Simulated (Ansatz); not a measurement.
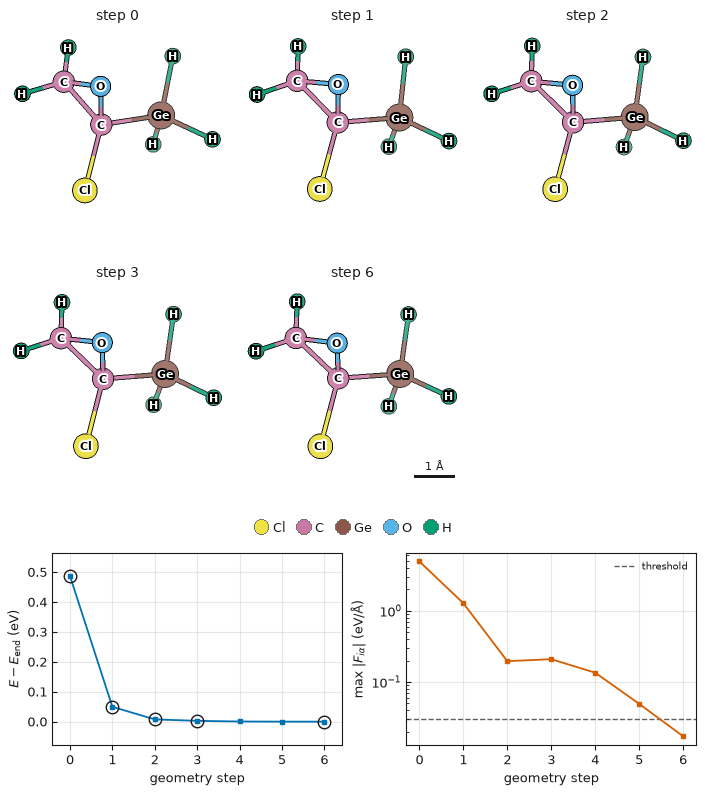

Frames of a relaxation of C2H5ClGeO (coarse preliminary run), marked on the history of the run. The picture is a ball-and-stick view, seen at a tilt.

The start comes from a force field.

All numbers below come from RKS PBE-D4/def2-SVP (Ansatz). Settings: force threshold 0.03 eV/Å; at most 200 steps.

**What happens along the run?**

Over 6 geometry steps the energy falls by 0.487 eV. The largest force component goes from 4.9 to 0.017 eV/Å. An H atom moves most after the best rigid fit: 0.19 Å. By element the largest moves are H 0.19 Å, Cl 0.16 Å, C 0.12 Å, Ge 0.11 Å, O 0.09 Å. Some distances before and after: C–H 1.181 → 1.105 Å, C–O 1.371 → 1.440 Å, C–Ge 1.921 → 1.980 Å, C–H 1.055 → 1.107 Å. Bond angles that change, for instance: Ge–C–C 115.6° → 125.1°, O–C–H 106.5° → 115.2°, Cl–C–Ge 118.3° → 111.9°. Cost: 11 s on 4 threads of Arm Neoverse V1, with other jobs on the host. From step 0 to 1: an H atom moves most (0.13 Å), energy −0.437 eV. From step 1 to 2: an H atom moves most (0.07 Å), energy −0.042 eV. From step 2 to 3: Cl and H atoms move most (0.03 Å), energy −0.005 eV. From step 3 to 6: Cl and H atoms move most (0.05 Å), energy −0.003 eV.

```tsv
step	E − E(0), eV	largest force component, eV/Å
0	0.0000	4.9317
1	-0.4371	1.2762
2	-0.4792	0.1964
3	-0.4840	0.2095
4	-0.4862	0.1353
5	-0.4867	0.0495
6	-0.4868	0.0174
```
